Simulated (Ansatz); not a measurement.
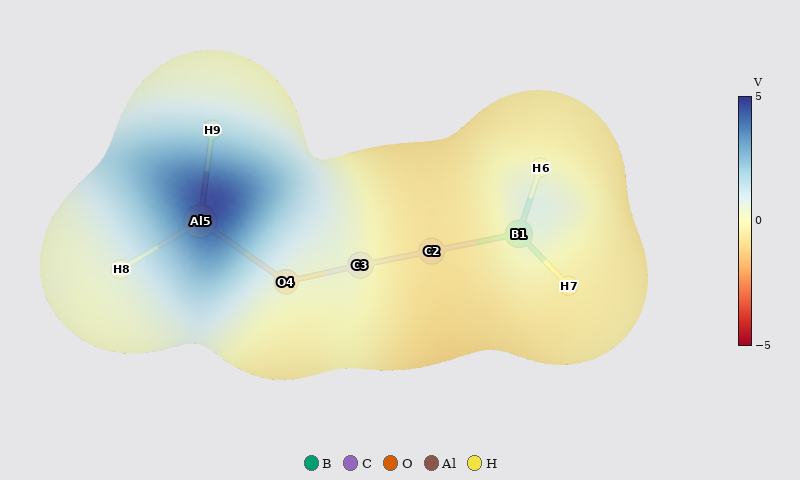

Figure 1: C$_{2}$H$_{4}$AlBO (SMILES BC#C[O][AlH2]). The molecular electrostatic potential painted on the density surface at 0.002 e/bohr³, seen at a tilt; the colour scale runs from red (negative) to blue (positive).

Geometry: PBE0-D4/def2-TZVP.

The calculation used RKS PBE0-D4/def2-TZVPP (Ansatz).

```yaml
atoms:
  - { symbol: B, position_ang: [-2.0470, 1.5416, 0.6019] }
  - { symbol: C, position_ang: [-0.8441, 0.8686, 0.0487] }
  - { symbol: C, position_ang: [0.1411, 0.3163, -0.4038] }
  - { symbol: O, position_ang: [1.1742, -0.2404, -0.8978] }
  - { symbol: Al, position_ang: [2.0187, -1.6890, -0.4433] }
  - { symbol: H, position_ang: [-2.6415, 1.0599, 1.5229] }
  - { symbol: H, position_ang: [-2.4332, 2.5731, 0.1332] }
  - { symbol: H, position_ang: [3.2508, -1.9836, -1.3684] }
  - { symbol: H, position_ang: [1.4695, -2.4927, 0.7896] }
```

Q: Where is the surface potential most negative and most positive?

A: The most negative region (about −1.0 V, or −23 kcal/mol for a unit charge) lies over C2, the most positive (about +4.7 V, or +108 kcal/mol for a unit charge) over Al5.
